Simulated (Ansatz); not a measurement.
# Ge23H32 (Ge23H32 off sphere): what the fields show

Ge23H32, 55 atoms.

Geometry: PBE-D4/def2-SVP.

Level of theory: RKS PBE0-D4/def2-SVP (Ansatz).

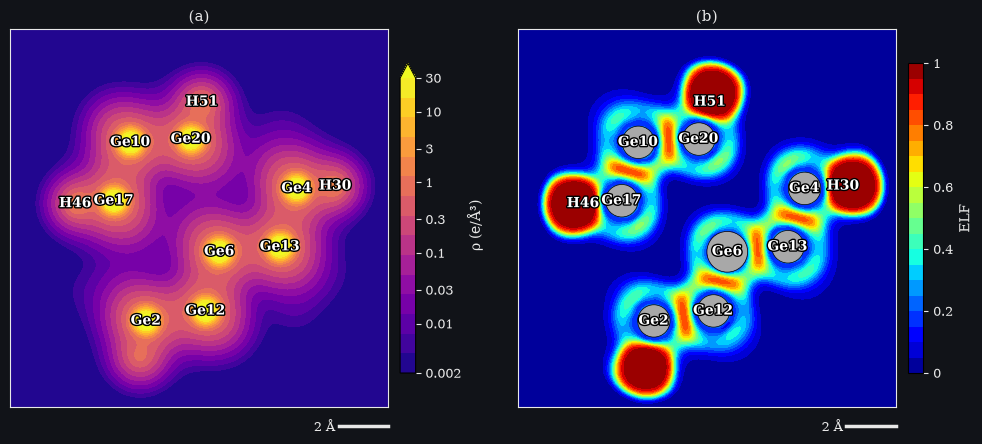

Figure 1. (a) total electron density; (b) ELF on the plane of atoms Ge10, Ge17 and H46. Grey discs cover the atomic cores in the ELF map.

> Describe what can be read from this map.

Atoms in the plane: Ge and H.
Ge–Ge (2.44 Å): ρ is about 0.55 e/Å³ halfway; the ELF peaks at about 0.85 between the atoms, as expected for localised, covalent bonding.
Ge–H (1.56 Å): the density is about 0.98 e/Å³ at the midpoint; the ELF climbs to about 1 towards the hydrogen.

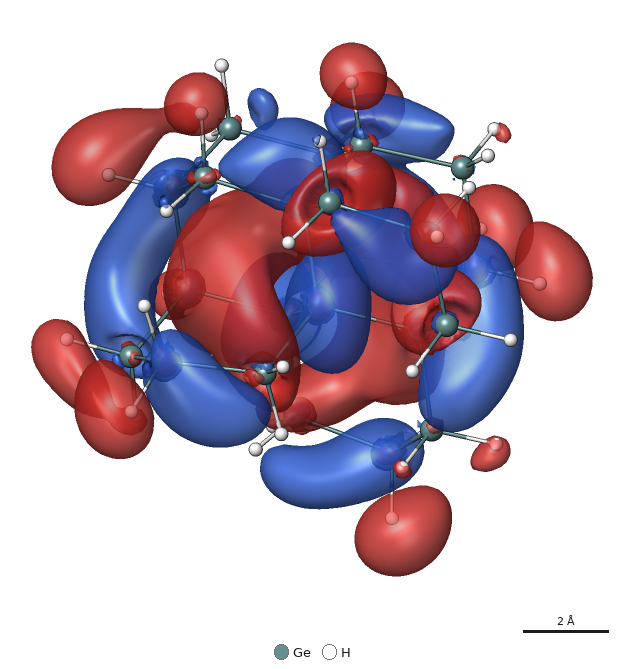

Figure 2. One frontier orbital at ±0.03 Å⁻³ᐟ² (red and blue are the two phases), seen at a tilt.

> Which orbital is it: HOMO or LUMO?

The LUMO, at −1.26 eV. No atom holds more than about 10 % of it (Hirshfeld); by element the shares are Ge 85 % and H 15 %.

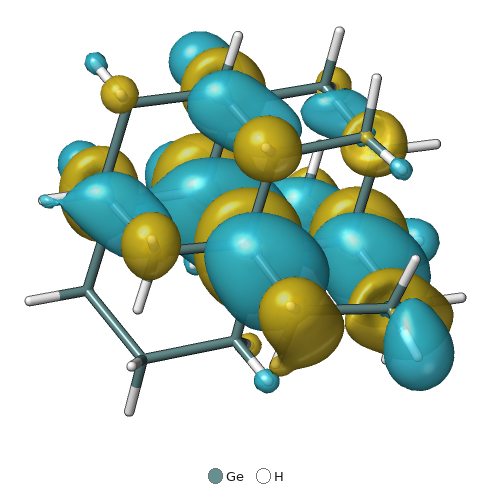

Figure 3. The HOMO−1 at ±0.04 Å⁻³ᐟ² (yellow and cyan are the two phases), seen from one side.

> What is the character of this orbital?

It lies mainly on Ge9 (about 10 %), Ge6 (about 10 %), Ge21 (about 10 %), Ge12 (about 10 %), Ge8 (about 5 %) and Ge23 (about 5 %). Its energy is −6.87 eV.
